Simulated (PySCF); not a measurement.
**C₄H₈Ge: electronic excitations at several levels of theory, part 1 of 2**

How much do the electronic excitations of C₄H₈Ge (`C=C[C](=C)[GeH3]`) depend on the level of theory, and what does each level cost?

Computed with PySCF 2.14.0, with density-fitted response routines of our own, on a single molecule in the gas phase. Atoms are numbered from 0 throughout.

### 1 The starting structure

13 atoms, charge 0, multiplicity 1; geometry from: PBE0-D3(BJ)/def2-SVP.

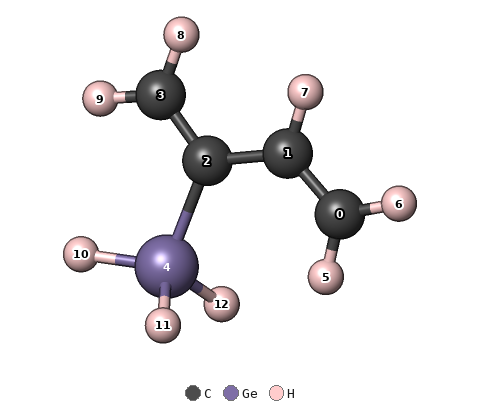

The starting geometry (carbon dark grey, germanium purple, hydrogen pink), atoms numbered.

### 2 TDDFT and polarisability: PBE/def2-SVPD

What the job is given:

```
{"job": {"kind": "uv", "xc": "PBE", "basis": "def2-SVPD", "ip": true}, "charge": 0, "multiplicity": 1}
C      1.635746    -0.887450    -1.122286
C      1.253792     0.060162    -0.255536
C     -0.125813     0.412519     0.076763
C     -0.391236     1.400672     0.950483
Ge    -1.614646    -0.549860    -0.745791
H      0.913243    -1.499110    -1.671918
H      2.692261    -1.086772    -1.314984
H      2.028668     0.639675     0.264082
H      0.417808     1.963179     1.432602
H     -1.412352     1.686484     1.217794
H     -2.920699     0.035083    -0.181075
H     -1.539275    -2.054129    -0.423102
H     -1.596706    -0.384991    -2.277428
```

With the program's defaults for keys left out, this is: TDDFT PBE/def2-SVPD, vertical, gas phase, core orbitals frozen in the response.

Run with:

```console
$ OMP_NUM_THREADS=1 python probes_run.py task.json out
```

The driver reads the jobs from task.json and runs them one after another.

The program printed:

```text
coarse grid: 47912 points
cycle   1  E = -2233.2045899903  dE = -3.756e-01  |g| = 6.604e-01  |ddm| = 5.619e+00
cycle   2  E = -2233.1076058735  dE =  9.698e-02  |g| = 9.366e-01  |ddm| = 2.616e+00
cycle   3  E = -2233.2760223293  dE = -1.684e-01  |g| = 1.448e-01  |ddm| = 1.784e+00
cycle   4  E = -2233.2812145497  dE = -5.192e-03  |g| = 5.819e-02  |ddm| = 3.045e-01
cycle   5  E = -2233.2820888364  dE = -8.743e-04  |g| = 1.548e-02  |ddm| = 9.240e-02
cycle   6  E = -2233.2821423445  dE = -5.351e-05  |g| = 7.281e-03  |ddm| = 2.524e-02
cycle   7  E = -2233.2821552449  dE = -1.290e-05  |g| = 2.905e-03  |ddm| = 1.281e-02
cycle   8  E = -2233.2821577536  dE = -2.509e-06  |g| = 6.582e-04  |ddm| = 5.159e-03
final grid: 100848 points
cycle   9  E = -2233.2821069542  dE =  4.246e-07  |g| = 1.419e-03  |ddm| = 1.599e-02
cycle  10  E = -2233.2821030869  dE =  3.867e-06  |g| = 3.737e-03  |ddm| = 7.795e-03
cycle  11  E = -2233.2821074842  dE = -4.397e-06  |g| = 6.101e-04  |ddm| = 5.556e-03
cycle  12  E = -2233.2821075866  dE = -1.024e-07  |g| = 3.733e-05  |ddm| = 8.706e-04
cycle  13  E = -2233.2821075870  dE = -3.793e-10  |g| = 1.879e-05  |ddm| = 1.002e-04
converged SCF energy = -2233.2821075870

Static polarisability (au): isotropic 86.643, principal 60.651 89.522 109.756

Singlet excitations
state   eV       nm        f      main configurations
  1   5.4378    228.0   0.00564   H-1->L 0.98
  2   5.4676    226.8   0.39315   H->L 0.89
  3   5.7984    213.8   0.00156   H->L+1 0.99
  4   5.8092    213.4   0.01648   H-2->L 0.75, H->L+2 0.20
  5   6.1001    203.2   0.00024   H-3->L 1.00
  6   6.2913    197.1   0.00038   H->L+3 0.99
  7   6.4095    193.4   0.05022   H->L+2 0.54, H-4->L 0.33, H-2->L 0.09
  8   6.5076    190.5   0.00652   H->L+4 1.00
  9   6.7047    184.9   0.00016   H->L+5 1.00
 10   7.0587    175.6   0.01400   H->L+6 0.64, H->L+7 0.23, H-4->L 0.09

Triplet excitations (Tamm-Dancoff, eV): 3.1816 4.9956 5.1734 5.7482
Vertical ionisation energy (delta-SCF) = 8.8629 eV
Vertical electron affinity (delta-SCF) = -0.5612 eV
```

Run time: 63 s. Hardware: 1 thread of Arm Neoverse V2, shared host; peak memory 0.7 GiB.

The orbitals next to the gap, with their largest atomic shares:

```csv
orbital,eV,atoms
HOMO−3,-8.16,"Ge4 40 %, H10 34 %, H11 8 %"
HOMO−2,-7.72,"Ge4 23 %, C1 16 %, H11 14 %"
HOMO−1,-7.42,"C2 28 %, Ge4 22 %, C1 11 %"
HOMO,-6.04,"C0 26 %, C3 25 %, C1 18 %"
LUMO,-2.07,"C3 29 %, C0 24 %, C2 17 %"
LUMO+1,-0.24,"Ge4 39 %, H10 12 %, H11 11 %"
LUMO+2,-0.03,"C1 23 %, C2 19 %, Ge4 14 %"
```

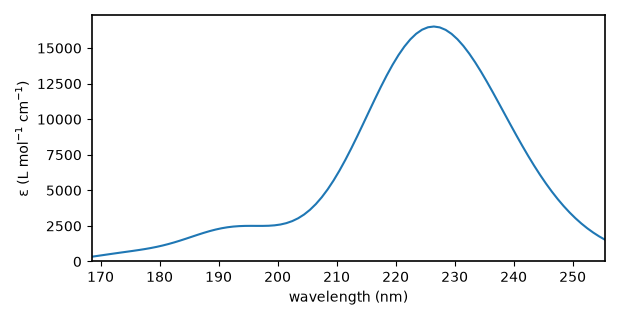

Absorption spectrum: each of the 10 states is a Gaussian band of 0.4 eV half-width at 1/e. Beyond the last state computed it falls off for lack of states.

Ground-state properties from the same run:

```csv
property,computed
dipole moment (D),0.58
polarisability (Å³),12.84
HOMO–LUMO gap (eV),3.96
−ε(HOMO) (eV),6.04
```

### 3 Ultraviolet spectrum: B3LYP/def2-SVPD

The job, as its differences from that of step 2:

```diff
@@ -1,2 +1,2 @@
-{"job": {"kind": "uv", "xc": "PBE", "basis": "def2-SVPD", "ip": true}, "charge": 0, "multiplicity": 1}
+{"job": {"kind": "uv", "xc": "B3LYP", "basis": "def2-SVPD", "ip": true}, "charge": 0, "multiplicity": 1}
 C      1.635746    -0.887450    -1.122286
```

Level: TDDFT B3LYP/def2-SVPD, vertical, gas phase, core orbitals frozen in the response.

The program printed:

```text
coarse grid: 47912 points
cycle   1  E = -2233.8257696568  dE = -3.245e-01  |g| = 5.151e-01  |ddm| = 5.605e+00
cycle   2  E = -2233.8084313081  dE =  1.734e-02  |g| = 5.988e-01  |ddm| = 1.870e+00
cycle   3  E = -2233.8704681166  dE = -6.204e-02  |g| = 6.058e-02  |ddm| = 1.124e+00
cycle   4  E = -2233.8711235310  dE = -6.554e-04  |g| = 3.743e-02  |ddm| = 1.475e-01
cycle   5  E = -2233.8714846221  dE = -3.611e-04  |g| = 4.855e-03  |ddm| = 5.448e-02
cycle   6  E = -2233.8714912693  dE = -6.647e-06  |g| = 1.539e-03  |ddm| = 1.231e-02
final grid: 100848 points
cycle   7  E = -2233.8714328130  dE =  4.351e-07  |g| = 2.073e-03  |ddm| = 1.103e-02
cycle   8  E = -2233.8714317259  dE =  1.087e-06  |g| = 2.933e-03  |ddm| = 8.042e-03
cycle   9  E = -2233.8714338754  dE = -2.149e-06  |g| = 2.797e-04  |ddm| = 4.617e-03
cycle  10  E = -2233.8714338969  dE = -2.155e-08  |g| = 2.078e-05  |ddm| = 3.907e-04
cycle  11  E = -2233.8714338971  dE = -1.464e-10  |g| = 6.850e-06  |ddm| = 5.097e-05
converged SCF energy = -2233.8714338971

Static polarisability (au): isotropic 85.085, principal 59.862 86.557 108.836

Singlet excitations
state   eV       nm        f      main configurations
  1   5.6407    219.8   0.48291   H->L 0.95
  2   5.9045    210.0   0.00126   H-1->L 0.99
  3   6.1380    202.0   0.00154   H->L+1 0.98
  4   6.4987    190.8   0.01535   H-2->L 0.51, H->L+2 0.44
  5   6.6680    185.9   0.00094   H->L+3 0.91
  6   6.8324    181.5   0.01381   H->L+4 0.99
  7   6.8985    179.7   0.00002   H->L+5 0.96
  8   7.0007    177.1   0.06137   H-2->L 0.41, H->L+2 0.40, H-4->L 0.13
  9   7.0599    175.6   0.00033   H-3->L 0.99
 10   7.3204    169.4   0.02348   H->L+6 0.98

Triplet excitations (Tamm-Dancoff, eV): 3.1843 4.9895 5.6067 6.0823
Vertical ionisation energy (delta-SCF) = 8.8865 eV
Vertical electron affinity (delta-SCF) = -0.6048 eV
```

Run time: 50 s. Hardware: 1 thread of Arm Neoverse V2, shared host; peak memory 0.87 GiB.

In short: HOMO -6.79 eV, LUMO -1.33 eV; lowest singlet 5.64 eV.

### 4 Ultraviolet spectrum: PBE0/def2-SVPD

The job, as its differences from that of step 3:

```diff
@@ -1,2 +1,2 @@
-{"job": {"kind": "uv", "xc": "B3LYP", "basis": "def2-SVPD", "ip": true}, "charge": 0, "multiplicity": 1}
+{"job": {"kind": "uv", "xc": "PBE0", "basis": "def2-SVPD", "ip": true}, "charge": 0, "multiplicity": 1}
 C      1.635746    -0.887450    -1.122286
```

Level: TDDFT PBE0/def2-SVPD, vertical, gas phase, core orbitals frozen in the response.

The program printed:

```text
coarse grid: 47912 points
cycle   1  E = -2233.3259275739  dE = -3.136e-01  |g| = 4.462e-01  |ddm| = 5.172e+00
cycle   2  E = -2233.3210827560  dE =  4.845e-03  |g| = 4.840e-01  |ddm| = 1.488e+00
cycle   3  E = -2233.3598852541  dE = -3.880e-02  |g| = 4.655e-02  |ddm| = 8.443e-01
cycle   4  E = -2233.3601708835  dE = -2.856e-04  |g| = 3.346e-02  |ddm| = 1.210e-01
cycle   5  E = -2233.3604603343  dE = -2.895e-04  |g| = 3.924e-03  |ddm| = 5.227e-02
cycle   6  E = -2233.3604642494  dE = -3.915e-06  |g| = 1.029e-03  |ddm| = 9.590e-03
final grid: 100848 points
cycle   7  E = -2233.3604284151  dE =  5.902e-08  |g| = 1.199e-03  |ddm| = 9.832e-03
cycle   8  E = -2233.3604281813  dE =  2.338e-07  |g| = 1.523e-03  |ddm| = 4.674e-03
cycle   9  E = -2233.3604287679  dE = -5.867e-07  |g| = 2.017e-04  |ddm| = 2.728e-03
cycle  10  E = -2233.3604287783  dE = -1.036e-08  |g| = 1.919e-05  |ddm| = 2.939e-04
cycle  11  E = -2233.3604287784  dE = -1.060e-10  |g| = 4.701e-06  |ddm| = 4.266e-05
converged SCF energy = -2233.3604287784

Static polarisability (au): isotropic 84.255, principal 59.429 85.604 107.732

Singlet excitations
state   eV       nm        f      main configurations
  1   5.7350    216.2   0.49572   H->L 0.96
  2   5.9830    207.2   0.00133   H-1->L 0.99
  3   6.4260    192.9   0.00173   H->L+1 0.96
  4   6.6897    185.3   0.01311   H-2->L 0.52, H->L+2 0.43
  5   6.8985    179.7   0.00091   H->L+3 0.86
  6   7.0535    175.8   0.01301   H->L+4 0.98
  7   7.1574    173.2   0.06617   H-2->L 0.43, H->L+2 0.40, H-4->L 0.09
  8   7.1780    172.7   0.00044   H->L+5 0.93
  9   7.2465    171.1   0.00032   H-3->L 0.98
 10   7.5878    163.4   0.02698   H->L+6 0.95

Triplet excitations (Tamm-Dancoff, eV): 3.1175 4.9192 5.6370 6.3550
Vertical ionisation energy (delta-SCF) = 8.8707 eV
```

Wall time 34 s (1 thread of Arm Neoverse V2, shared host); peak memory 0.86 GiB.

This run: HOMO -7.00 eV, LUMO -1.12 eV; lowest singlet 5.74 eV.

### 5 Excited states and response: BHandHLYP/def2-SVPD

The job, as its differences from that of step 4:

```diff
@@ -1,2 +1,2 @@
-{"job": {"kind": "uv", "xc": "PBE0", "basis": "def2-SVPD", "ip": true}, "charge": 0, "multiplicity": 1}
+{"job": {"kind": "uv", "xc": "BHandHLYP", "basis": "def2-SVPD", "ip": true}, "charge": 0, "multiplicity": 1}
 C      1.635746    -0.887450    -1.122286
```

With the program's defaults for keys left out, this is: TDDFT BHandHLYP/def2-SVPD, vertical, gas phase, core orbitals frozen in the response.

The program printed:

```text
coarse grid: 47912 points
cycle   1  E = -2233.6646886869  dE = -2.210e-01  |g| = 3.562e-01  |ddm| = 5.092e+00
cycle   2  E = -2233.6824528529  dE = -1.776e-02  |g| = 2.769e-01  |ddm| = 1.125e+00
cycle   3  E = -2233.6926314235  dE = -1.018e-02  |g| = 3.472e-02  |ddm| = 5.316e-01
cycle   4  E = -2233.6928161228  dE = -1.847e-04  |g| = 1.749e-02  |ddm| = 9.586e-02
cycle   5  E = -2233.6928909710  dE = -7.485e-05  |g| = 3.274e-03  |ddm| = 3.083e-02
cycle   6  E = -2233.6928938388  dE = -2.868e-06  |g| = 8.216e-04  |ddm| = 6.849e-03
final grid: 100848 points
cycle   7  E = -2233.6928561820  dE = -6.953e-08  |g| = 7.893e-04  |ddm| = 6.071e-03
cycle   8  E = -2233.6928561315  dE =  5.053e-08  |g| = 9.084e-04  |ddm| = 2.604e-03
cycle   9  E = -2233.6928563441  dE = -2.126e-07  |g| = 1.038e-04  |ddm| = 1.551e-03
cycle  10  E = -2233.6928563467  dE = -2.599e-09  |g| = 9.458e-06  |ddm| = 1.509e-04
cycle  11  E = -2233.6928563467  dE = -6.912e-11  |g| = 3.746e-06  |ddm| = 5.056e-05
converged SCF energy = -2233.6928563467

Static polarisability (au): isotropic 82.961, principal 58.599 82.841 107.443

Singlet excitations
state   eV       nm        f      main configurations
  1   5.8731    211.1   0.57926   H->L 0.97
  2   6.4897    191.0   0.00168   H-1->L 0.95
  3   6.6634    186.1   0.00145   H->L+1 0.84, H->L+2 0.10
  4   7.2647    170.7   0.01076   H->L+4 0.52, H->L+2 0.37
  5   7.3044    169.7   0.02413   H->L+3 0.44, H->L+5 0.42
  6   7.3113    169.6   0.02757   H->L+3 0.47, H->L+5 0.41
  7   7.3516    168.6   0.00013   H->L+2 0.43, H->L+4 0.34, H->L+1 0.13
  8   7.6675    161.7   0.07627   H-2->L 0.90
  9   7.8151    158.6   0.01847   H->L+6 0.92
 10   8.1683    151.8   0.00080   H->L+7 0.83, H->L+5 0.10

Triplet excitations (Tamm-Dancoff, eV): 3.0898 4.8338 6.1101 6.5828
Vertical ionisation energy (delta-SCF) = 8.6979 eV
```

Run time: 37 s. Hardware: 1 thread of Arm Neoverse V2, shared host; peak memory 0.85 GiB.

In short: HOMO -7.81 eV, LUMO -0.04 eV; lowest singlet 5.87 eV.

### 6 Excited states and response: CAM-B3LYP/def2-SVPD

The job, as its differences from that of step 5:

```diff
@@ -1,2 +1,2 @@
-{"job": {"kind": "uv", "xc": "BHandHLYP", "basis": "def2-SVPD", "ip": true}, "charge": 0, "multiplicity": 1}
+{"job": {"kind": "uv", "xc": "CAM-B3LYP", "basis": "def2-SVPD", "ip": true}, "charge": 0, "multiplicity": 1}
 C      1.635746    -0.887450    -1.122286
```

Method: TDDFT CAM-B3LYP/def2-SVPD, vertical, gas phase, core orbitals frozen in the response.

The program printed:

```text
coarse grid: 47912 points
cycle   1  E = -2233.8084192317  dE = -2.381e-01  |g| = 4.377e-01  |ddm| = 5.417e+00
cycle   2  E = -2233.8195460317  dE = -1.113e-02  |g| = 4.120e-01  |ddm| = 1.366e+00
cycle   3  E = -2233.8394001243  dE = -1.985e-02  |g| = 2.733e-02  |ddm| = 7.397e-01
cycle   4  E = -2233.8395101365  dE = -1.100e-04  |g| = 1.886e-02  |ddm| = 9.021e-02
cycle   5  E = -2233.8395953195  dE = -8.518e-05  |g| = 4.144e-03  |ddm| = 3.288e-02
cycle   6  E = -2233.8395998333  dE = -4.514e-06  |g| = 1.038e-03  |ddm| = 7.835e-03
final grid: 100848 points
cycle   7  E = -2233.8395517473  dE = -8.719e-08  |g| = 1.130e-03  |ddm| = 6.372e-03
cycle   8  E = -2233.8395515590  dE =  1.883e-07  |g| = 1.438e-03  |ddm| = 3.756e-03
cycle   9  E = -2233.8395520830  dE = -5.240e-07  |g| = 1.245e-04  |ddm| = 2.225e-03
cycle  10  E = -2233.8395520869  dE = -3.871e-09  |g| = 1.788e-05  |ddm| = 1.870e-04
cycle  11  E = -2233.8395520872  dE = -3.029e-10  |g| = 8.385e-06  |ddm| = 8.396e-05
converged SCF energy = -2233.8395520872

Static polarisability (au): isotropic 83.759, principal 59.379 84.424 107.473

Singlet excitations
state   eV       nm        f      main configurations
  1   5.8356    212.5   0.53978   H->L 0.97
  2   6.2001    200.0   0.00150   H-1->L 0.97
  3   6.6511    186.4   0.00197   H->L+1 0.82, H->L+2 0.11
  4   7.1649    173.0   0.01618   H->L+5 0.71, H-2->L 0.17
  5   7.2569    170.9   0.00466   H->L+4 0.61, H->L+2 0.27
  6   7.3139    169.5   0.02146   H->L+3 0.90
  7   7.3749    168.1   0.00086   H->L+2 0.52, H->L+4 0.24, H->L+1 0.14
  8   7.5147    165.0   0.08489   H-2->L 0.78, H->L+5 0.17
  9   7.8104    158.7   0.01964   H->L+6 0.89
 10   7.9785    155.4   0.00013   H-3->L 0.57, H-5->L 0.31

Triplet excitations (Tamm-Dancoff, eV): 3.1900 4.9220 5.8537 6.5709
Vertical ionisation energy (delta-SCF) = 8.9399 eV
Vertical electron affinity (delta-SCF) = -0.6414 eV
```

It took 59 s on 1 thread of Arm Neoverse V2, shared host; peak memory 0.99 GiB.

This run: HOMO -8.22 eV, LUMO 0.00 eV; lowest singlet 5.84 eV.

### 7 Ultraviolet spectrum: wB97X-D/def2-SVPD

The job, as its differences from that of step 6:

```diff
@@ -1,2 +1,2 @@
-{"job": {"kind": "uv", "xc": "CAM-B3LYP", "basis": "def2-SVPD", "ip": true}, "charge": 0, "multiplicity": 1}
+{"job": {"kind": "uv", "xc": "wB97X-D", "basis": "def2-SVPD", "ip": true}, "charge": 0, "multiplicity": 1}
 C      1.635746    -0.887450    -1.122286
```

Method: TDDFT wB97X-D/def2-SVPD, vertical, gas phase, core orbitals frozen in the response.

The program printed:

```text
coarse grid: 47912 points
cycle   1  E = -2233.7995096039  dE = -2.315e-01  |g| = 3.953e-01  |ddm| = 5.126e+00
cycle   2  E = -2233.8135704936  dE = -1.406e-02  |g| = 3.494e-01  |ddm| = 1.232e+00
cycle   3  E = -2233.8270343673  dE = -1.346e-02  |g| = 2.829e-02  |ddm| = 6.514e-01
cycle   4  E = -2233.8272374460  dE = -2.031e-04  |g| = 1.329e-02  |ddm| = 1.216e-01
cycle   5  E = -2233.8272854189  dE = -4.797e-05  |g| = 3.441e-03  |ddm| = 3.100e-02
cycle   6  E = -2233.8272889267  dE = -3.508e-06  |g| = 1.400e-03  |ddm| = 8.709e-03
final grid: 100848 points
cycle   7  E = -2233.8267463028  dE = -1.399e-06  |g| = 1.683e-03  |ddm| = 2.173e-02
cycle   8  E = -2233.8267461438  dE =  1.590e-07  |g| = 1.914e-03  |ddm| = 5.724e-03
cycle   9  E = -2233.8267470698  dE = -9.260e-07  |g| = 1.422e-04  |ddm| = 3.000e-03
cycle  10  E = -2233.8267470761  dE = -6.290e-09  |g| = 4.630e-05  |ddm| = 3.389e-04
cycle  11  E = -2233.8267470773  dE = -1.250e-09  |g| = 1.300e-05  |ddm| = 2.012e-04
cycle  12  E = -2233.8267470774  dE = -6.276e-11  |g| = 5.646e-06  |ddm| = 3.683e-05
converged SCF energy = -2233.8267470774

Static polarisability (au): isotropic 83.926, principal 60.001 84.286 107.491

Singlet excitations
state   eV       nm        f      main configurations
  1   5.8413    212.3   0.54252   H->L 0.97
  2   6.1727    200.9   0.00137   H-1->L 0.97
  3   6.8857    180.1   0.00211   H->L+1 0.75, H->L+2 0.15
  4   7.1782    172.7   0.01284   H->L+3 0.69, H-2->L 0.23
  5   7.4702    166.0   0.00409   H->L+2 0.47, H->L+5 0.38
  6   7.5038    165.2   0.02351   H->L+4 0.82
  7   7.5195    164.9   0.08433   H-2->L 0.71, H->L+3 0.20
  8   7.6949    161.1   0.00266   H->L+5 0.41, H->L+2 0.24, H->L+1 0.16
  9   7.9442    156.1   0.00109   H-3->L 0.67, H-5->L 0.22
 10   8.0565    153.9   0.02501   H->L+6 0.47, H-3->L 0.20, H-5->L 0.19

Triplet excitations (Tamm-Dancoff, eV): 3.2835 5.0428 5.8549 6.8958
Vertical ionisation energy (delta-SCF) = 8.9027 eV
```

Run time: 38 s. Hardware: 1 thread of Arm Neoverse V2, shared host; peak memory 0.93 GiB.

Key values: HOMO -8.76 eV, LUMO 0.64 eV; lowest singlet 5.84 eV.

### 8 Ultraviolet spectrum: LC-wPBE/def2-SVPD

The job, as its differences from that of step 7:

```diff
@@ -1,2 +1,2 @@
-{"job": {"kind": "uv", "xc": "wB97X-D", "basis": "def2-SVPD", "ip": true}, "charge": 0, "multiplicity": 1}
+{"job": {"kind": "uv", "xc": "LC-wPBE", "basis": "def2-SVPD", "ip": true}, "charge": 0, "multiplicity": 1}
 C      1.635746    -0.887450    -1.122286
```

Method: TDDFT LC-wPBE/def2-SVPD, vertical, gas phase, core orbitals frozen in the response.

The program printed:

```text
coarse grid: 47912 points
cycle   1  E = -2233.3996491255  dE = -1.645e-01  |g| = 4.488e-01  |ddm| = 5.076e+00
cycle   2  E = -2233.4209277507  dE = -2.128e-02  |g| = 3.865e-01  |ddm| = 1.238e+00
cycle   3  E = -2233.4346092161  dE = -1.368e-02  |g| = 3.491e-02  |ddm| = 6.372e-01
cycle   4  E = -2233.4350983160  dE = -4.891e-04  |g| = 8.447e-03  |ddm| = 1.625e-01
cycle   5  E = -2233.4351254788  dE = -2.716e-05  |g| = 2.655e-03  |ddm| = 2.580e-02
cycle   6  E = -2233.4351286624  dE = -3.184e-06  |g| = 1.056e-03  |ddm| = 8.876e-03
final grid: 100848 points
cycle   7  E = -2233.4350635367  dE = -3.383e-07  |g| = 1.021e-03  |ddm| = 5.265e-03
cycle   8  E = -2233.4350634017  dE =  1.349e-07  |g| = 1.022e-03  |ddm| = 2.923e-03
cycle   9  E = -2233.4350638304  dE = -4.286e-07  |g| = 6.846e-05  |ddm| = 1.437e-03
cycle  10  E = -2233.4350638346  dE = -4.282e-09  |g| = 4.125e-05  |ddm| = 2.524e-04
cycle  11  E = -2233.4350638355  dE = -8.731e-10  |g| = 9.793e-06  |ddm| = 1.394e-04
converged SCF energy = -2233.4350638355

Static polarisability (au): isotropic 81.395, principal 58.176 81.495 104.515

Singlet excitations
state   eV       nm        f      main configurations
  1   6.0526    204.8   0.57412   H->L 0.96
  2   6.4025    193.6   0.00177   H-1->L 0.95
  3   7.4261    167.0   0.00287   H->L+1 0.61, H->L+2 0.28
  4   7.6844    161.3   0.06383   H->L+5 0.71, H->L+7 0.19
  5   7.9954    155.1   0.01590   H->L+4 0.70
  6   8.0191    154.6   0.03514   H-2->L 0.77, H-4->L 0.12
  7   8.0664    153.7   0.01139   H->L+3 0.69
  8   8.1355    152.4   0.00022   H-5->L 0.58
  9   8.2814    149.7   0.01455   H->L+2 0.31, H->L+1 0.19, H-5->L 0.12
 10   8.3860    147.8   0.00065   H-6->L 0.67, H-1->L+5 0.11

Triplet excitations (Tamm-Dancoff, eV): 3.1150 4.7676 5.9794 7.3043
Vertical ionisation energy (delta-SCF) = 9.0224 eV
```

Run time: 50 s. Hardware: 1 thread of Arm Neoverse V2, shared host; peak memory 0.87 GiB.

In short: HOMO -9.55 eV, LUMO 1.11 eV; lowest singlet 6.05 eV.

### 9 Excited states and response: PBE0/6-31G*

The job, as its differences from that of step 8:

```diff
@@ -1,2 +1,2 @@
-{"job": {"kind": "uv", "xc": "LC-wPBE", "basis": "def2-SVPD", "ip": true}, "charge": 0, "multiplicity": 1}
+{"job": {"kind": "uv", "xc": "PBE0", "basis": "6-31G*"}, "charge": 0, "multiplicity": 1}
 C      1.635746    -0.887450    -1.122286
```

Method: TDDFT PBE0/6-31G*, vertical, gas phase, core orbitals frozen in the response.

The program printed:

```text
coarse grid: 47912 points
cycle   1  E = -2233.3951314153  dE = -2.625e-01  |g| = 4.548e-01  |ddm| = 3.295e+00
cycle   2  E = -2233.3922191173  dE =  2.912e-03  |g| = 4.856e-01  |ddm| = 7.948e-01
cycle   3  E = -2233.4322054182  dE = -3.999e-02  |g| = 5.142e-02  |ddm| = 4.617e-01
cycle   4  E = -2233.4326444469  dE = -4.390e-04  |g| = 2.968e-02  |ddm| = 6.560e-02
cycle   5  E = -2233.4328687325  dE = -2.243e-04  |g| = 5.593e-03  |ddm| = 2.901e-02
cycle   6  E = -2233.4328755913  dE = -6.859e-06  |g| = 1.009e-03  |ddm| = 5.767e-03
final grid: 100848 points
cycle   7  E = -2233.4328768948  dE = -6.949e-09  |g| = 1.039e-03  |ddm| = 2.359e-03
cycle   8  E = -2233.4328767602  dE =  1.346e-07  |g| = 1.258e-03  |ddm| = 2.272e-03
cycle   9  E = -2233.4328771651  dE = -4.049e-07  |g| = 2.265e-04  |ddm| = 1.309e-03
cycle  10  E = -2233.4328771781  dE = -1.298e-08  |g| = 2.244e-05  |ddm| = 1.881e-04
cycle  11  E = -2233.4328771782  dE = -1.255e-10  |g| = 5.389e-06  |ddm| = 2.667e-05
converged SCF energy = -2233.4328771782

Static polarisability (au): isotropic 69.199, principal 39.631 72.219 95.745

Singlet excitations
state   eV       nm        f      main configurations
  1   5.9762    207.5   0.49777   H->L 0.96
  2   6.2228    199.2   0.00207   H-1->L 0.99
  3   6.9084    179.5   0.00155   H->L+1 0.97
  4   6.9384    178.7   0.01344   H-2->L 0.56, H->L+2 0.41
  5   7.5416    164.4   0.05383   H->L+2 0.47, H-2->L 0.35, H-4->L 0.13
  6   7.5741    163.7   0.00323   H->L+3 0.96
  7   7.6095    162.9   0.00044   H-3->L 0.98
  8   8.0287    154.4   0.00006   H->L+4 0.93
  9   8.0757    153.5   0.00053   H-5->L 0.84
 10   8.2888    149.6   0.02263   H-4->L 0.65, H->L+5 0.15

Triplet excitations (Tamm-Dancoff, eV): 3.1199 4.9748 5.8717 6.8007
```

Run time: 9.1 s. Hardware: 1 thread of Arm Neoverse V2, shared host; peak memory 0.64 GiB.

In short: HOMO -6.69 eV, LUMO -0.69 eV; lowest singlet 5.98 eV.

(Continued in part 2 of 2.)
